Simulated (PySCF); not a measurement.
# As2 (SMILES [As]#[As]): r2SCAN/def2-TZVPPD

Aim: the vertical electron affinity of As2 at r2SCAN/def2-TZVPPD, from 2 runs. 

The calculation is run with PySCF 2.14.0.

1 further run of the same task is left out (set aside as unsound or not needed).

## 1. The system as given

The species is As2 (2 atoms), meant as a singlet with charge 0. As SMILES, `[As]#[As]`. The shape is that of a PBE0-D4/def2-TZVP optimisation.

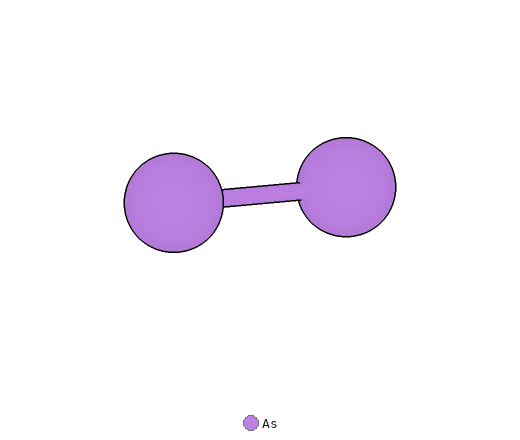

The structure, seen from a chosen angle (arsenic purple).

## 2. The energy at r2SCAN/def2-TZVPPD

job.py

```python
from pyscf import gto, dft

mol = gto.M(
    atom='''
As     0.000000     0.000000     0.002480
As     0.000000     0.000000     2.091490
''',
    verbose=3,
    charge=0,
    basis='def2-tzvppd',
    max_memory=1860,
)

calc0 = dft.RKS(mol)
calc0.xc = 'r2scan'
calc0.grids.level = 5
calc0.conv_tol = 1e-10
calc0.kernel()
if not calc0.converged:
    calc0 = calc0.newton().run(calc0.mo_coeff, calc0.mo_occ)

etot = calc0.e_tot
print('Final energy', etot)
```

Run with:

```bash
$ OMP_NUM_THREADS=1 python job.py
```

The program printed:

```text
converged SCF energy = -4471.7442031782
Final energy -4471.744203178203
```

Run time: 15 s. Hardware: 1 thread of Arm Neoverse V2, shared host; peak memory 0.57 GiB.

## 3. The doublet anion

job.py

```python
from pyscf import gto, dft

molecule = gto.M(
    atom='''
As       0.000000       0.000000       0.002480
As       0.000000       0.000000       2.091490
''',
    charge=-1,
    verbose=3,
    spin=1,
    max_memory=1860,
    basis='def2-tzvppd',
)

mf = dft.UKS(molecule, xc='r2scan')
mf.conv_tol = 1e-10
mf.grids.level = 5
mf.kernel()
if not mf.converged:
    mf = mf.newton().run(mf.mo_coeff, mf.mo_occ)

e_final = mf.e_tot
print('E(%s) = %.9f' % ('R2SCAN', e_final))
```

Run with:

```bash
$ OMP_NUM_THREADS=1 python job.py
```

The program printed:

```text
converged SCF energy = -4471.76947409831  <S^2> = 0.75636992  2S+1 = 2.0063598
E(R2SCAN) = -4471.769474098
```

Run time: 33 s. Hardware: 1 thread of Arm Neoverse V2, shared host; peak memory 0.59 GiB.

## 4. Results

At r2SCAN/def2-TZVPPD:

| quantity | value |
| --- | --- |
| singlet As2: total energy | -4471.74420 Eh |
| singlet As2: dipole moment | 0.00 D |
| singlet As2: HOMO energy | -6.86 eV |
| singlet As2: LUMO energy | -3.38 eV |
| singlet As2: HOMO–LUMO gap | 3.48 eV |
| doublet anion: total energy | -4471.76947 Eh |
| doublet anion: HOMO energy (highest over α and β) | 1.98 eV |
| doublet anion: LUMO energy (lowest over α and β) | 2.26 eV |
| doublet anion: ⟨S²⟩ | 0.756 |
| vertical electron affinity (to the doublet anion) | 0.688 eV |

What this shows: At fixed nuclei the extra electron is bound by 0.69 eV (66.3 kJ/mol). The HOMO (doublet anion) lies at positive energy, 1.98 eV, as semi-local functionals often give for anions; only total energies tell whether the electron is bound.
